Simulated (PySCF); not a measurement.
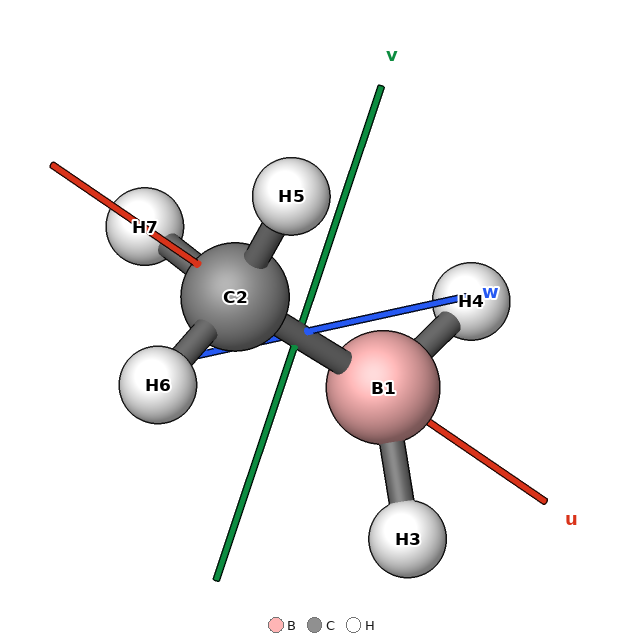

The lines u, v and w are the principal axes of the static dipole polarisability. The computed structure is the end point of a GFN2-xTB optimisation. No frequency run is at hand to confirm it as a minimum. Level of theory: CAM-B3LYP/def2-SVPD (PySCF 2.14.0).

Along which axis is the molecule most polarisable, and along which least?

Most along u (nearly parallel to the B1–C2 bond), least along w.

Give the three principal values.

u 32.8, v 28.6, w 24.9 bohr³; mean 28.8, anisotropy 6.9 bohr³.

The geometry is semi-empirical. Around B such bond lengths and angles can be off by a tenth of an ångström or more and by several degrees, and values that hang on the shape move with them.
